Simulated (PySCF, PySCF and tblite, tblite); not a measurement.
# C₄H₃BF₂O₂: a path driven as rotation about a bond, and NMR exchange, part 2 of 2

PySCF and tblite. Atoms count from 0. The steps go on from the part before.

### Step 7. Shieldings, saddle of leg 1: PBE0/pcSseg-1 in benzene

The job: settings as JSON, then the geometry in Å.

```
{"job": {"kind": "nmr", "xc": "PBE0", "basis": "pcSseg-1", "solvent": "benzene", "pop": false}, "charge": 0, "multiplicity": 1}
C      1.555471    -1.351109     1.182740
C      1.003857    -0.656326     0.379898
C      0.292529     0.161087    -0.586809
B      0.229606     1.700355    -0.158584
F      0.217144     2.660234    -1.052089
F      0.176547     2.098491     1.087264
C     -1.149767    -0.349679    -0.721985
O     -1.678144    -0.544972    -1.770263
O     -1.792356    -0.483143     0.468825
H      2.067685    -1.950594     1.874182
H      0.759519     0.065677    -1.572520
H     -1.682092    -1.350021     0.869341
```

Output:

```text
coarse grid: 11640 points
cycle   1  E = -528.3489683497  dE =  1.578e+00  |g| = 1.132e+00  |ddm| = 3.392e+00
cycle   2  E = -527.8892801936  dE =  4.597e-01  |g| = 1.975e+00  |ddm| = 2.266e+00
cycle   3  E = -528.5618554122  dE = -6.726e-01  |g| = 3.005e-01  |ddm| = 1.632e+00
cycle   4  E = -528.5783406744  dE = -1.649e-02  |g| = 9.918e-02  |ddm| = 2.589e-01
cycle   5  E = -528.5799877073  dE = -1.647e-03  |g| = 3.094e-02  |ddm| = 7.226e-02
cycle   6  E = -528.5801731606  dE = -1.855e-04  |g| = 1.256e-02  |ddm| = 2.740e-02
cycle   7  E = -528.5802087051  dE = -3.554e-05  |g| = 3.179e-03  |ddm| = 9.476e-03
cycle   8  E = -528.5802106731  dE = -1.968e-06  |g| = 5.791e-04  |ddm| = 2.311e-03
final grid: 117784 points
cycle   9  E = -528.6636363747  dE = -5.673e-05  |g| = 1.157e-02  |ddm| = 3.870e-02
cycle  10  E = -528.6635891174  dE =  4.726e-05  |g| = 1.990e-02  |ddm| = 2.155e-02
cycle  11  E = -528.6636592198  dE = -7.010e-05  |g| = 2.544e-03  |ddm| = 1.391e-02
cycle  12  E = -528.6636604231  dE = -1.203e-06  |g| = 4.348e-04  |ddm| = 1.816e-03
cycle  13  E = -528.6636604527  dE = -2.960e-08  |g| = 2.062e-04  |ddm| = 3.954e-04
cycle  14  E = -528.6636604618  dE = -9.079e-09  |g| = 8.070e-05  |ddm| = 1.755e-04
cycle  15  E = -528.6636604632  dE = -1.398e-09  |g| = 1.151e-05  |ddm| = 6.004e-05
cycle  16  E = -528.6636604632  dE = -2.774e-11  |g| = 3.427e-06  |ddm| = 1.052e-05
converged SCF energy = -528.6636604632

GIAO shielding tensors (ppm)
atom      isotropic    diamagn.    paramagn.     s11        s22        s33       span
  0 C      105.609     256.893    -151.284     31.822     36.508    248.497    216.675
  1 C      105.484     264.789    -159.305      7.595     14.132    294.725    287.130
  2 C      150.533     250.344     -99.810    136.480    140.678    174.442     37.962
  3 B       76.447     191.248    -114.801     65.057     81.150     83.134     18.077
  4 F      236.461     464.981    -228.520     64.566    285.115    359.701    295.135
  5 F      240.258     467.692    -227.434     62.524    284.615    373.636    311.112
  6 C       10.316     247.557    -237.241    -97.466     62.766     65.648    163.115
  7 O     -207.473     398.832    -606.306   -542.374   -323.822    243.776    786.149
  8 O      170.560     394.541    -223.981     73.944    179.719    258.017    184.074
  9 H       29.676      34.047      -4.371     24.607     24.630     39.790     15.183
 10 H       27.902      29.047      -1.145     24.408     27.195     32.103      7.694
 11 H       26.504      30.710      -4.206     19.356     23.765     36.389     17.033
```

Wall time 23 s (1 thread of Intel Xeon Platinum 8488C, shared host); peak memory 0.86 GiB.

Key values: HOMO -8.13 eV, LUMO -1.23 eV; dipole 3.41 D.

Orbitals, density, ELF and potential are computed afterwards from the orbital file.

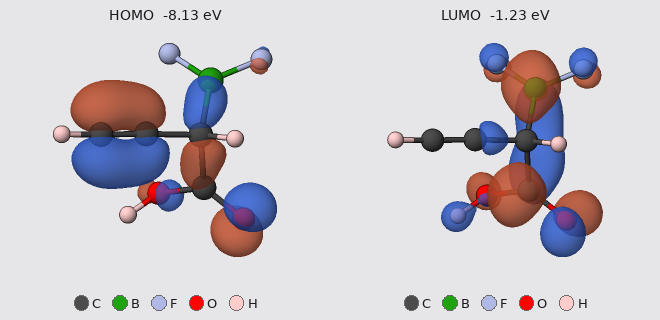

Frontier orbitals at PBE0/pcSseg-1; each surface holds 70 % of the orbital's density, blue and red mark the sign.

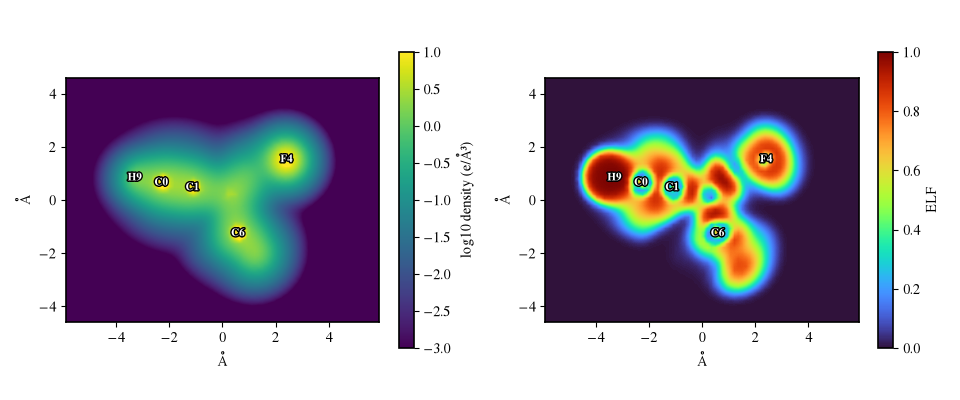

Density (left) and ELF (right) in a plane through or near 5 of the atoms.

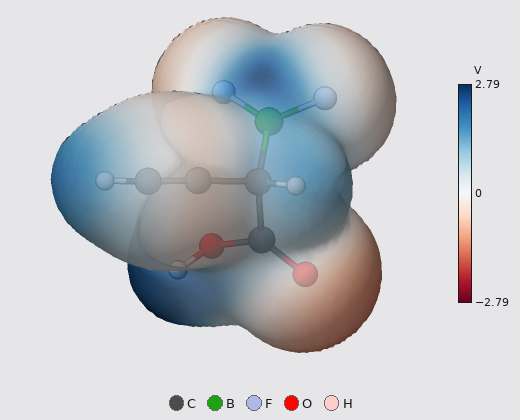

The potential that a unit positive charge feels on the 0.002 e/bohr³ surface, from -1.44 V near O7 to 2.79 V near H11.

### Step 8. Shieldings, end: PBE0/pcSseg-1 in benzene

The job: settings as JSON, then the geometry in Å.

```
{"job": {"kind": "nmr", "xc": "PBE0", "basis": "pcSseg-1", "solvent": "benzene", "pop": false}, "charge": 0, "multiplicity": 1}
C      1.495933    -1.374201     1.165902
C      0.968400    -0.694423     0.332673
C      0.249068     0.120782    -0.628273
B      0.188347     1.646973    -0.162131
F      0.470387     2.650868    -0.951819
F     -0.170638     1.976940     1.058767
C     -1.211820    -0.376708    -0.769173
O     -1.803655    -0.322126    -1.802908
O     -1.760292    -0.839068     0.350599
H      2.004562    -1.974902     1.859341
H      0.713353     0.038217    -1.614951
H     -1.138601    -0.848603     1.096436
```

Output:

```text
coarse grid: 11640 points
cycle   1  E = -528.3702750545  dE =  1.595e+00  |g| = 1.122e+00  |ddm| = 3.394e+00
cycle   2  E = -527.9084489767  dE =  4.618e-01  |g| = 1.969e+00  |ddm| = 2.505e+00
cycle   3  E = -528.5781380670  dE = -6.697e-01  |g| = 2.960e-01  |ddm| = 1.868e+00
cycle   4  E = -528.5938951124  dE = -1.576e-02  |g| = 1.002e-01  |ddm| = 2.625e-01
cycle   5  E = -528.5955924251  dE = -1.697e-03  |g| = 2.835e-02  |ddm| = 7.414e-02
cycle   6  E = -528.5957545456  dE = -1.621e-04  |g| = 1.030e-02  |ddm| = 2.587e-02
cycle   7  E = -528.5957770874  dE = -2.254e-05  |g| = 3.634e-03  |ddm| = 8.223e-03
cycle   8  E = -528.5957797526  dE = -2.665e-06  |g| = 6.987e-04  |ddm| = 2.519e-03
final grid: 117784 points
cycle   9  E = -528.6783057413  dE = -5.404e-05  |g| = 1.131e-02  |ddm| = 3.573e-02
cycle  10  E = -528.6782655410  dE =  4.020e-05  |g| = 1.875e-02  |ddm| = 2.290e-02
cycle  11  E = -528.6783273993  dE = -6.186e-05  |g| = 2.313e-03  |ddm| = 1.498e-02
cycle  12  E = -528.6783284125  dE = -1.013e-06  |g| = 4.535e-04  |ddm| = 1.692e-03
cycle  13  E = -528.6783284477  dE = -3.515e-08  |g| = 1.676e-04  |ddm| = 3.758e-04
cycle  14  E = -528.6783284535  dE = -5.801e-09  |g| = 6.742e-05  |ddm| = 1.522e-04
cycle  15  E = -528.6783284544  dE = -9.525e-10  |g| = 1.536e-05  |ddm| = 5.062e-05
converged SCF energy = -528.6783284544

GIAO shielding tensors (ppm)
atom      isotropic    diamagn.    paramagn.     s11        s22        s33       span
  0 C      101.739     256.759    -155.019     27.039     34.639    243.539    216.500
  1 C      105.730     265.636    -159.906      8.445     14.264    294.480    286.035
  2 C      153.810     254.123    -100.313    138.643    146.151    176.635     37.992
  3 B       76.714     192.318    -115.604     65.469     81.275     83.398     17.929
  4 F      235.903     464.703    -228.801     65.347    285.783    356.578    291.231
  5 F      244.930     469.185    -224.255     70.401    289.148    375.241    304.840
  6 C       19.617     248.176    -228.560    -77.627     60.882     75.596    153.224
  7 O     -109.999     398.554    -508.553   -422.335   -189.727    282.064    704.399
  8 O      120.006     392.714    -272.709    -65.367    192.296    233.087    298.454
  9 H       29.379      33.603      -4.224     24.339     24.397     39.402     15.063
 10 H       28.007      29.370      -1.362     24.404     27.163     32.455      8.051
 11 H       22.901      32.383      -9.482     16.738     24.995     26.968     10.230
```

Run time: 18 s. Hardware: 1 thread of Intel Xeon Platinum 8488C, shared host; peak memory 0.84 GiB.

In short: HOMO -8.18 eV, LUMO -0.95 eV; dipole 4.30 D.

### Step 9. Barriers, rates and exchange

The job: settings as JSON, then the geometry in Å.

```
{"job": {"smiles": "C#CC(B(F)F)C(=O)O", "charge": 0, "mult": 1, "motion": "rotation", "what": "ester", "atoms": [6, 8], "drives": [{"terms": [["t", [2, 6, 8, 11], 0.5], ["t", [7, 6, 8, 11], 0.5]], "by": 180, "n": 12}], "study": "path", "level": {"kind": "nmr", "xc": "PBE0", "basis": "pcSseg-1", "solvent": "benzene"}, "fields": [360, 500, 800], "first": 0, "seed": 867, "kind": "path"}, "charge": 0, "multiplicity": 1}
C      1.822971    -1.190045     1.078111
C      1.112525    -0.600180     0.317562
C      0.241685     0.120383    -0.600644
B      0.251556     1.657703    -0.156257
F      1.126999     2.509253    -0.634252
F     -0.574370     2.154586     0.731062
C     -1.170354    -0.446668    -0.580989
O     -1.872877    -0.519895    -1.550595
O     -1.551224    -0.824991     0.635832
H      2.446642    -1.725873     1.729064
H      0.631801     0.019229    -1.618825
H     -2.464156    -1.154186     0.623905
```

Output:

```text
stationary points (kcal/mol above the start)
  n  kind          group   xTB      DFT    lowest mode
  0  minimum      C1       0.00     0.00      23.0
  1  saddle       C1      12.06    11.76    -620.8
  2  minimum      C1       3.29     2.44      30.4

GFN2-xTB energies: T/K, barrier G, reaction G (kcal/mol), k forward, k back (1/s)
 150.00    11.06     3.21    0.00024       11.4
 200.00    11.08     3.23       3.28   1.12e+04
 250.00    11.10     3.25   1.03e+03   7.24e+05
 298.15    11.12     3.27   4.35e+04   1.09e+07
 350.00    11.16     3.29   7.86e+05   8.91e+07
 400.00    11.20     3.31   6.35e+06   4.06e+08
 500.00    11.29     3.33   1.21e+08   3.44e+09

PBE0/pcSseg-1 + D3(BJ), IEF-PCM benzene energies: T/K, barrier G, reaction G (kcal/mol), k forward, k back (1/s)
 150.00    10.76     2.36   0.000664       1.82
 200.00    10.77     2.38       7.03   2.83e+03
 250.00    10.80     2.41    1.9e+03   2.41e+05
 298.15    10.82     2.42   7.26e+04   4.34e+06
 350.00    10.86     2.44   1.21e+06   4.06e+07
 400.00    10.89     2.46    9.3e+06   2.04e+08
 500.00    10.99     2.48   1.64e+08   1.99e+09
```

Run time: 73 s. Hardware: 1 thread of Intel Xeon Platinum 8488C, shared host; peak memory 0.86 GiB. This counts the whole study up to here.

Barriers by level (kcal/mol; entropies in cal/(mol K)). Zero-point and thermal terms come from xTB in every row. ΔG‡ leaves symmetry out; the rate counts one path; effective ΔG‡, where given, is the barrier that would give that rate by Eyring's equation alone:

| level | ΔE‡ | with zero-point | ΔH‡ | ΔS‡ | ΔG‡ (298 K) | ΔE of reaction | k at 298 K (1/s) | effective ΔG‡ |
| --- | --- | --- | --- | --- | --- | --- | --- | --- |
| GFN2-xTB | 12.06 | 11.03 | 10.92 | -0.7 | 11.12 | 3.29 | 4.4e+04 | 11.12 |
| PBE0/pcSseg-1 + D3(BJ), IEF-PCM benzene | 11.76 | 10.73 | 10.61 | -0.7 | 10.82 | 2.44 | 7.3e+04 | 10.82 |

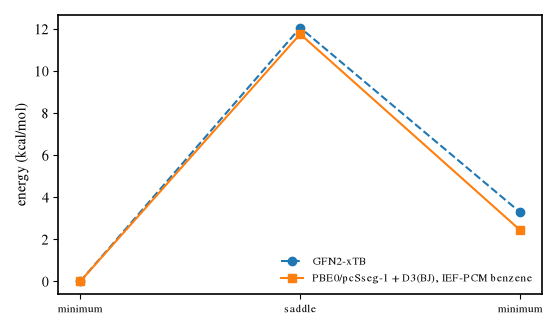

The xTB stationary points, at both levels.

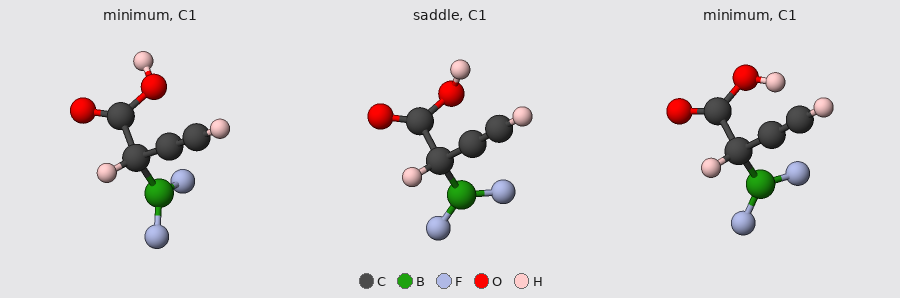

The stationary points in order.

Sites that the driver pairs across this motion, and where their lines would merge (no couplings; faster rotations, inversion at nitrogen or exchange between molecules can average them sooner):

| nucleus | sites: shielding (ppm) | proton frequency (MHz) | spread (Hz) | coalescence (K) | lines at 298 K |
| --- | --- | --- | --- | --- | --- |
| 19F | F4: 240.3; F4 (end): 235.9 | 800 | 3296 | not given | – |
| 19F | F5: 247.2; F5 (end): 244.9 | 800 | 1691 | not given | – |
| 1H | H11: 24.73; H11 (end): 22.90 | 800 | 1463 | not given | – |
| 13C | C6: 13.0; C6 (end): 19.6 | 800 | 1327 | not given | – |
| 13C | C2: 157.8; C2 (end): 153.8 | 800 | 805 | not given | – |
| 17O | O7: -103.2; O7 (end): -110.0 | 800 | 740 | not given | – |
| 13C | C1: 108.8; C1 (end): 105.7 | 800 | 618 | not given | – |
| 13C | C0: 104.0; C0 (end): 101.7 | 800 | 460 | not given | – |

A dash: the driver gave no coalescence for this row (it judged the minor form too scarce).

Rows that set an atom against itself at the end compare its shielding in the two forms.

Lines of quadrupolar nuclei are broad, so their coalescence could hardly be seen.

### Step 10. Summary of results

This closing draws on all 2 parts.

| quantity | value |
| --- | --- |
| barrier (PBE0/pcSseg-1 + D3(BJ), IEF-PCM benzene) | ΔE‡ 11.8, ΔG‡(298 K) 10.8 kcal/mol |
| barrier (GFN2-xTB) | ΔE‡ 12.1 kcal/mol |
| rate at 298 K | 7.3e+04 s⁻¹ |
| end of the path | 2.4 kcal/mol from the start |

The barrier is 11.8 kcal/mol at the DFT level (xTB: 12.1); with thermal terms and the count of paths the DFT value gives a rate of 7.3e+04 s⁻¹ at 298 K. An error of 1.4 kcal/mol changes that rate tenfold.
